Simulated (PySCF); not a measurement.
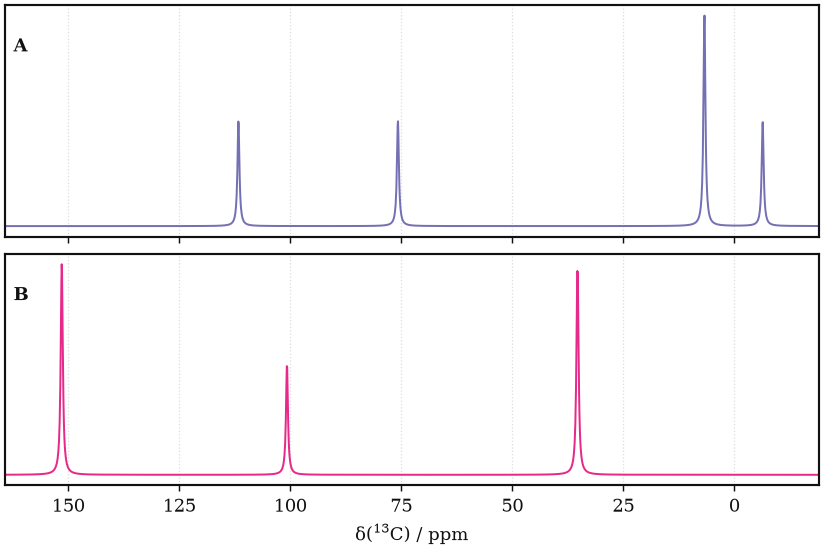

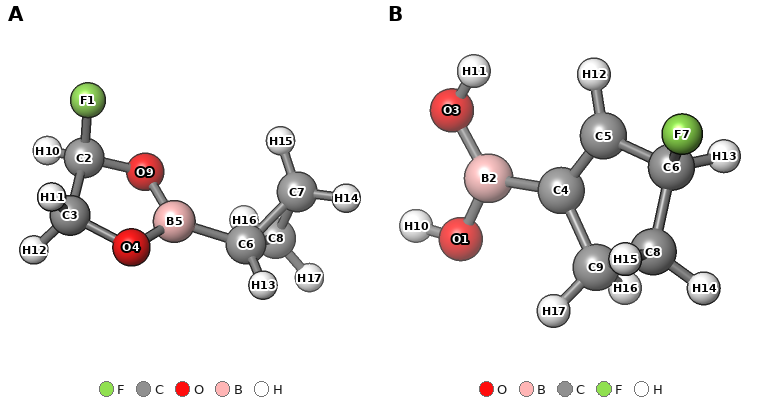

Related molecules: A is C₅H₈BFO₂, SMILES F[C@@H]1COB(C2CC2)O1; B is C₅H₈BFO₂, SMILES OB(O)C1=C[C@@H](F)CC1. GIAO ¹³C shifts against TMS, PBE0/pcSseg-1 with PySCF, at a PBE0-D3(BJ)/def2-SVP geometry (no frequency check); fully decoupled, line heights follow the number of nuclei within a panel, widths are arbitrary (no quadrupolar broadening); values of one conformer, averaged over nuclei that symmetry or rotation about single bonds exchange, these motions taken as fast; other conformers aren't averaged in.

Assign the ¹³C signals of each molecule.

A: 111.7 (C2); 75.8 (C3); 6.7 (C7, C8); −6.4 (C6)
B: 151.5 (C4); 151.4 (C5); 100.7 (C6); 35.4 (C8); 35.2 (C9)

The order of signals that lie close, as those under 2 ppm apart, is within the error of the method.
